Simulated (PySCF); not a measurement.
# [Cl3]+: one geometry, many levels of theory

Aim: at the PBE0 minimum of singlet [Cl3]+, found before, compare methods on energies and levels.

Computed with PySCF 2.14.0. Level: several methods, basis Cl def2-TZVP, no relativity, density fitting.

## Step 1: Where the work starts

3 atoms, charge 1, spin multiplicity 1.

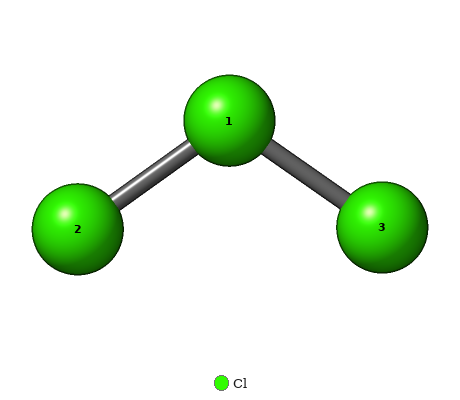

Start geometry, drawn with chlorine green; atoms are numbered from 1 in the order of the file.

Coordinates in bohr (charge 1 multiplicity 1):
```
Cl    0.0000    0.0000   -1.4296
Cl    3.0301    0.0000    0.7148
Cl   -3.0301    0.0000    0.7148
```

## Step 2: PBE0

One driver script runs all steps and calls PySCF; scf.py shows the equivalent input of each level. Each SCF starts from the density of the minimum. The driver also runs the species with one electron less or more at the same geometry (one less: multiplicity 2, one more: multiplicity 2); their logs are not shown.

Input file scf.py:

```python
from pyscf import gto, scf, dft
mol = gto.M(atom='''
Cl     0.000000     0.000000    -0.756530
Cl     1.603457    -0.000000     0.378265
Cl    -1.603457     0.000000     0.378265''',
    basis={'Cl': 'def2-TZVP'},
    charge=1, spin=0)
mf = dft.RKS(mol, xc='PBE0')
mf.grids.atom_grid = (99, 590)
aux = {'Cl': 'def2-universal-JKFIT'}
mf = mf.density_fit(auxbasis=aux)
mf.kernel()
```

What it wrote:

```text
init E= -1379.74040036779
  HOMO = -0.562788532337287  LUMO = -0.391187118524392  gap/eV = 4.66951
cycle= 1 E= -1379.7404003683  delta_E= -5.13e-10  |g|= 1.04e-05  |ddm|= 6.33e-05
  HOMO = -0.562789044396389  LUMO = -0.391187586176446  gap/eV = 4.66951
Extra cycle  E= -1379.74040036829  delta_E= 1.61e-11  |g|= 1.02e-05  |ddm|= 1.14e-05
converged SCF energy = -1379.74040036829
```

This level, with the species of one electron less or more, took 7.3 s on 4 threads, shared host.

```
energy                        : -1379.740400 Eh
one electron less (charge +2) : -1379.086263 Eh (doublet, ⟨S²⟩ 0.75)
one electron more (charge +0) : -1380.045171 Eh (doublet, ⟨S²⟩ 0.76)
Mulliken charge of Cl1        : +0.51 e
```

## Step 3: HF

scf.py: that of step 2 with these lines changed.

```diff
@@ -8,2 +8 @@
-mf = dft.RKS(mol, xc='PBE0')
-mf.grids.atom_grid = (99, 590)
+mf = scf.RHF(mol)
```

What it wrote (excerpt; [...] marks lines left out):

```text
[... the frontier levels of the middle cycles are left out ...]
init E= -1378.0547957688
  HOMO = -0.675697377131069  LUMO = -0.23154605853836  gap/eV = 12.08597
cycle= 1 E= -1378.07960268201  delta_E= -0.0248  |g|= 0.068  |ddm|= 0.239
  HOMO = -0.689728025465168  LUMO = -0.241147930029278  gap/eV = 12.20649
cycle= 2 E= -1378.08161835499  delta_E= -0.00202  |g|= 0.0264  |ddm|= 0.0771
  HOMO = -0.686660080128295  LUMO = -0.234334065127335  gap/eV = 12.30842
cycle= 3 E= -1378.08204848198  delta_E= -0.00043  |g|= 0.0138  |ddm|= 0.0383
cycle= 4 E= -1378.08218088347  delta_E= -0.000132  |g|= 0.00485  |ddm|= 0.0221
cycle= 5 E= -1378.08220356849  delta_E= -2.27e-05  |g|= 0.00144  |ddm|= 0.0117
cycle= 6 E= -1378.08220531417  delta_E= -1.75e-06  |g|= 0.00056  |ddm|= 0.0029
cycle= 7 E= -1378.08220557942  delta_E= -2.65e-07  |g|= 0.000106  |ddm|= 0.00141
cycle= 8 E= -1378.08220558822  delta_E= -8.79e-09  |g|= 4.45e-05  |ddm|= 0.000166
cycle= 9 E= -1378.08220559094  delta_E= -2.72e-09  |g|= 1.69e-05  |ddm|= 0.000118
cycle= 10 E= -1378.0822055914  delta_E= -4.65e-10  |g|= 3.83e-06  |ddm|= 5.9e-05
  HOMO = -0.687381832740154  LUMO = -0.23388859819703  gap/eV = 12.34018
Extra cycle  E= -1378.08220559141  delta_E= -8.41e-12  |g|= 2.05e-06  |ddm|= 5.86e-06
converged SCF energy = -1378.08220559141
```

This level, with the species of one electron less or more, took 2.3 s.

| Quantity | Value |
| --- | --- |
| energy | -1378.082206 Eh |
| one electron less (charge +2) | -1377.422625 Eh (doublet, ⟨S²⟩ 0.77) |
| one electron more (charge +0) | -1378.358698 Eh (doublet, ⟨S²⟩ 0.81) |
| Mulliken charge of Cl1 | +0.50 e |

## Step 4: PBE

scf.py: that of step 3 with these lines changed.

```diff
@@ -8 +8,2 @@
-mf = scf.RHF(mol)
+mf = dft.RKS(mol, xc='PBE')
+mf.grids.atom_grid = (99, 590)
```

What it wrote (excerpt; [...] marks lines left out):

```text
[... the frontier levels of the middle cycles are left out ...]
init E= -1379.64429261587
  HOMO = -0.509490392890328  LUMO = -0.429640307794621  gap/eV = 2.17283
cycle= 1 E= -1379.64792086216  delta_E= -0.00363  |g|= 0.0272  |ddm|= 0.176
  HOMO = -0.507157936445644  LUMO = -0.424792403317642  gap/eV = 2.24128
cycle= 2 E= -1379.64738583971  delta_E= 0.000535  |g|= 0.0525  |ddm|= 0.0589
  HOMO = -0.50858317190756  LUMO = -0.427195712438902  gap/eV = 2.21467
cycle= 3 E= -1379.64808157767  delta_E= -0.000696  |g|= 0.00957  |ddm|= 0.0433
cycle= 4 E= -1379.64810401757  delta_E= -2.24e-05  |g|= 0.00249  |ddm|= 0.00949
cycle= 5 E= -1379.64810543343  delta_E= -1.42e-06  |g|= 0.000375  |ddm|= 0.00195
cycle= 6 E= -1379.6481054648  delta_E= -3.14e-08  |g|= 8.39e-05  |ddm|= 0.000315
cycle= 7 E= -1379.64810546655  delta_E= -1.75e-09  |g|= 2.09e-05  |ddm|= 6.98e-05
cycle= 8 E= -1379.64810546665  delta_E= -1e-10  |g|= 2.65e-06  |ddm|= 1.55e-05
  HOMO = -0.50891149646797  LUMO = -0.427656302123349  gap/eV = 2.21107
Extra cycle  E= -1379.64810546664  delta_E= 1.21e-11  |g|= 6.44e-06  |ddm|= 6.68e-06
converged SCF energy = -1379.64810546664
```

This level, with the species of one electron less or more, took 16 s.

| Item | Value |
| --- | --- |
| energy | -1379.648105 Eh |
| one electron less (charge +2) | -1379.010908 Eh (doublet, ⟨S²⟩ 0.75) |
| one electron more (charge +0) | -1379.949155 Eh (doublet, ⟨S²⟩ 0.75) |
| Mulliken charge of Cl1 | +0.49 e |

## Step 5: CCSD(T)

scf.py: that of step 4 with these lines changed.

```diff
@@ -8,2 +8 @@
-mf = dft.RKS(mol, xc='PBE')
-mf.grids.atom_grid = (99, 590)
+mf = scf.RHF(mol)
@@ -12,0 +12,3 @@
+from pyscf import cc
+mycc = cc.CCSD(mf, frozen=15).run()
+mycc.ccsd_t()
```

The SCF cycles repeat those of step 3.

What it wrote:

```text
CCSD nocc = 10, nmo = 96
Init t2, MP2 energy = -1378.63558032251  E_corr(MP2) -0.553374731096353
RCCSD converged
E(RCCSD) = -1378.686744373962  E_corr = -0.6045387825524619
RCCSD(T) correction = -0.029349035937705
```

This level took 2.3 min.

```
energy                                                              : -1378.716093 Eh
MP2 correlation in its own fitting basis (same spin, opposite spin) : -0.55339 Eh (-0.13866, -0.41473)
CCSD, (T)                                                           : -0.60454, -0.02935 Eh; T1 0.016, D1 0.045
```

Left undone: coupled cluster skipped for cost (one electron less); coupled cluster skipped for cost (one electron more).

## Step 6: r2SCAN

scf.py: that of step 5 with these lines changed.

```diff
@@ -8 +8,2 @@
-mf = scf.RHF(mol)
+mf = dft.RKS(mol, xc='R2SCAN')
+mf.grids.atom_grid = (99, 590)
@@ -12,3 +12,0 @@
-from pyscf import cc
-mycc = cc.CCSD(mf, frozen=15).run()
-mycc.ccsd_t()
```

What it wrote (excerpt; [...] marks lines left out):

```text
[... the frontier levels of the middle cycles are left out ...]
init E= -1380.09976500006
  HOMO = -0.52065481770715  LUMO = -0.426238001943574  gap/eV = 2.56921
cycle= 1 E= -1380.10147303117  delta_E= -0.00171  |g|= 0.0113  |ddm|= 0.153
  HOMO = -0.521041643520775  LUMO = -0.426763894596093  gap/eV = 2.56543
cycle= 2 E= -1380.10147643488  delta_E= -3.4e-06  |g|= 0.00538  |ddm|= 0.0092
  HOMO = -0.520943748669843  LUMO = -0.426801933344677  gap/eV = 2.56173
cycle= 3 E= -1380.10147175371  delta_E= 4.68e-06  |g|= 0.00668  |ddm|= 0.00841
cycle= 4 E= -1380.10148348382  delta_E= -1.17e-05  |g|= 0.000331  |ddm|= 0.00491
cycle= 5 E= -1380.10148350916  delta_E= -2.53e-08  |g|= 8.74e-05  |ddm|= 0.00035
cycle= 6 E= -1380.10148351104  delta_E= -1.89e-09  |g|= 2.23e-05  |ddm|= 8.06e-05
cycle= 7 E= -1380.10148351114  delta_E= -9.57e-11  |g|= 3.74e-06  |ddm|= 1.69e-05
  HOMO = -0.520840000948457  LUMO = -0.426614234770462  gap/eV = 2.56401
Extra cycle  E= -1380.10148351113  delta_E= 7.28e-12  |g|= 5.42e-06  |ddm|= 6.65e-06
converged SCF energy = -1380.10148351113
```

This level, with the species of one electron less or more, took 23 s on 4 threads, shared host.

- energy: -1380.101484 Eh
- one electron less (charge +2): -1379.456448 Eh (doublet, ⟨S²⟩ 0.75)
- one electron more (charge +0): -1380.408409 Eh (doublet, ⟨S²⟩ 0.76)
- Mulliken charge of Cl1: +0.51 e

## Step 7: B3LYP

scf.py: that of step 6 with these lines changed.

```diff
@@ -8 +8 @@
-mf = dft.RKS(mol, xc='R2SCAN')
+mf = dft.RKS(mol, xc='B3LYP')
```

What it wrote (excerpt; [...] marks lines left out):

```text
[... the frontier levels of the middle cycles are left out ...]
init E= -1380.2322790453
  HOMO = -0.55215063775  LUMO = -0.399129958787132  gap/eV = 4.16390
cycle= 1 E= -1380.23397390579  delta_E= -0.00169  |g|= 0.0186  |ddm|= 0.125
  HOMO = -0.551620639556862  LUMO = -0.398962396059414  gap/eV = 4.15404
cycle= 2 E= -1380.23399906557  delta_E= -2.52e-05  |g|= 0.0114  |ddm|= 0.0237
  HOMO = -0.552298209086548  LUMO = -0.399502672087173  gap/eV = 4.15778
cycle= 3 E= -1380.23401483052  delta_E= -1.58e-05  |g|= 0.0026  |ddm|= 0.00843
cycle= 4 E= -1380.23401614878  delta_E= -1.32e-06  |g|= 0.00112  |ddm|= 0.00257
cycle= 5 E= -1380.23401643931  delta_E= -2.91e-07  |g|= 0.000328  |ddm|= 0.000938
cycle= 6 E= -1380.23401646468  delta_E= -2.54e-08  |g|= 9.96e-06  |ddm|= 0.000226
cycle= 7 E= -1380.23401646477  delta_E= -9.23e-11  |g|= 3.66e-06  |ddm|= 3.17e-05
  HOMO = -0.552459377617801  LUMO = -0.3997279485687  gap/eV = 4.15603
Extra cycle  E= -1380.23401646478  delta_E= -3.18e-12  |g|= 3.45e-06  |ddm|= 5.43e-06
converged SCF energy = -1380.23401646478
```

This level, with the species of one electron less or more, took 12 s.

```
energy                        : -1380.234016 Eh
one electron less (charge +2) : -1379.582500 Eh (doublet, ⟨S²⟩ 0.75)
one electron more (charge +0) : -1380.538741 Eh (doublet, ⟨S²⟩ 0.76)
Mulliken charge of Cl1        : +0.50 e
```

## Step 8: TPSSh

scf.py: that of step 7 with these lines changed.

```diff
@@ -8 +8 @@
-mf = dft.RKS(mol, xc='B3LYP')
+mf = dft.RKS(mol, xc='TPSSH')
```

What it wrote (excerpt; [...] marks lines left out):

```text
[... the frontier levels of the middle cycles are left out ...]
init E= -1380.23995367796
  HOMO = -0.536913894221332  LUMO = -0.412131727745933  gap/eV = 3.39550
cycle= 1 E= -1380.24054775149  delta_E= -0.000594  |g|= 0.00796  |ddm|= 0.0666
  HOMO = -0.534714959343813  LUMO = -0.409939612442603  gap/eV = 3.39531
cycle= 2 E= -1380.24053648012  delta_E= 1.13e-05  |g|= 0.0107  |ddm|= 0.0172
  HOMO = -0.535213651538463  LUMO = -0.410631135244433  gap/eV = 3.39006
cycle= 3 E= -1380.24056237492  delta_E= -2.59e-05  |g|= 0.00313  |ddm|= 0.00986
cycle= 4 E= -1380.24056481271  delta_E= -2.44e-06  |g|= 0.000466  |ddm|= 0.0027
cycle= 5 E= -1380.24056484581  delta_E= -3.31e-08  |g|= 0.000119  |ddm|= 0.000368
cycle= 6 E= -1380.24056484869  delta_E= -2.88e-09  |g|= 5.2e-05  |ddm|= 0.000111
cycle= 7 E= -1380.24056484935  delta_E= -6.57e-10  |g|= 3e-06  |ddm|= 3.75e-05
  HOMO = -0.535407438040302  LUMO = -0.410812745284517  gap/eV = 3.39039
Extra cycle  E= -1380.24056484934  delta_E= 1.27e-11  |g|= 4.98e-06  |ddm|= 6.12e-06
converged SCF energy = -1380.24056484934
```

This level, with the species of one electron less or more, took 21 s.

| Item | Value |
| --- | --- |
| energy | -1380.240565 Eh |
| one electron less (charge +2) | -1379.593501 Eh (doublet, ⟨S²⟩ 0.75) |
| one electron more (charge +0) | -1380.543552 Eh (doublet, ⟨S²⟩ 0.76) |
| Mulliken charge of Cl1 | +0.50 e |

## Step 9: MN15

scf.py: that of step 8 with these lines changed.

```diff
@@ -8 +8 @@
-mf = dft.RKS(mol, xc='TPSSH')
+mf = dft.RKS(mol, xc='MN15')
```

What it wrote (excerpt; [...] marks lines left out):

```text
[... the frontier levels of the middle cycles are left out ...]
init E= -1379.84084910739
  HOMO = -0.601680948483757  LUMO = -0.370259762211074  gap/eV = 6.29729
cycle= 1 E= -1379.89571936113  delta_E= -0.0549  |g|= 0.0837  |ddm|= 0.362
  HOMO = -0.592678734801542  LUMO = -0.358867494289832  gap/eV = 6.36233
cycle= 2 E= -1379.89614834094  delta_E= -0.000429  |g|= 0.0407  |ddm|= 0.0951
  HOMO = -0.596348416789947  LUMO = -0.362404183883633  gap/eV = 6.36595
cycle= 3 E= -1379.8962604151  delta_E= -0.000112  |g|= 0.00666  |ddm|= 0.0246
cycle= 4 E= -1379.89626889735  delta_E= -8.48e-06  |g|= 0.00421  |ddm|= 0.00806
cycle= 5 E= -1379.89627356076  delta_E= -4.66e-06  |g|= 0.00043  |ddm|= 0.00414
cycle= 6 E= -1379.89627371651  delta_E= -1.56e-07  |g|= 0.000209  |ddm|= 0.00113
cycle= 7 E= -1379.89627373513  delta_E= -1.86e-08  |g|= 3.19e-05  |ddm|= 0.000347
cycle= 8 E= -1379.89627373562  delta_E= -4.92e-10  |g|= 1.61e-05  |ddm|= 6.1e-05
  HOMO = -0.596403987944871  LUMO = -0.362393431707769  gap/eV = 6.36775
Extra cycle  E= -1379.89627373566  delta_E= -4.09e-11  |g|= 1.21e-05  |ddm|= 1.72e-05
converged SCF energy = -1379.89627373566
```

This level, with the species of one electron less or more, took 24 s.

- energy: -1379.896274 Eh
- one electron less (charge +2): -1379.228717 Eh (doublet, ⟨S²⟩ 0.75)
- one electron more (charge +0): -1380.193073 Eh (doublet, ⟨S²⟩ 0.76)
- Mulliken charge of Cl1: +0.49 e

The dipole of an ion depends on the origin, here the centre of mass.

## Step 10: All levels side by side

| level | vertical ionisation energy (eV) | vertical electron affinity (eV) | −ε(HOMO) (eV) | gap (eV) | dipole (D) | wall time |
| --- | --- | --- | --- | --- | --- | --- |
| PBE0 | 17.80 | 8.29 | 15.31 | 4.67 | 0.53 | 7.3 s |
| HF | 17.95 | 7.52 | 18.70 | 12.34 | 0.54 | 2.3 s |
| PBE | 17.34 | 8.19 | 13.85 | 2.21 | 0.50 | 16 s |
| CCSD(T) | – | – | – | – | – | 2.3 min |
| r2SCAN | 17.55 | 8.35 | 14.17 | 2.56 | 0.53 | 23 s |
| B3LYP | 17.73 | 8.29 | 15.03 | 4.16 | 0.54 | 12 s |
| TPSSh | 17.61 | 8.24 | 14.57 | 3.39 | 0.52 | 21 s |
| MN15 | 18.17 | 8.08 | 16.23 | 6.37 | 0.53 | 24 s |

Times are for 4 threads, shared host; PBE0 starts from its own converged density, so its time is not comparable. A dash stands where a species or a free atom was not run at that level, or the quantity is not defined.

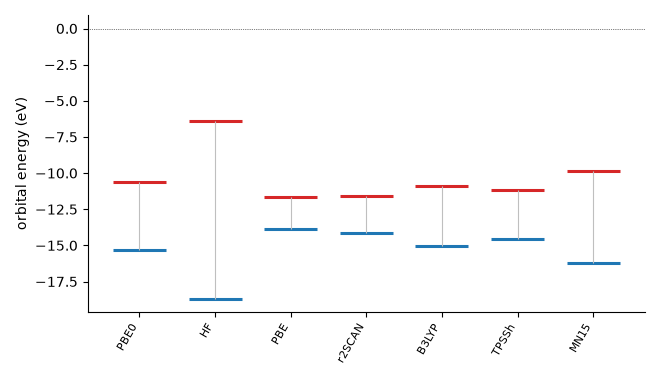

Highest occupied (blue) and lowest empty (red) levels by method.

## Step 11: Outcome

| quantity | value |
| --- | --- |
| vertical ionisation energy, range | 17.34 (PBE) to 18.17 (MN15) eV |
| vertical electron affinity, range | 7.52 (HF) to 8.35 (r2SCAN) eV |
| orbital gap, range | 2.21 (PBE) to 12.34 (HF) eV |
| T1, D1 | 0.016, 0.045 |

The vertical ionisation energy spreads over 0.83 eV, from PBE to MN15; without a CCSD(T) value for it there is no yardstick here.
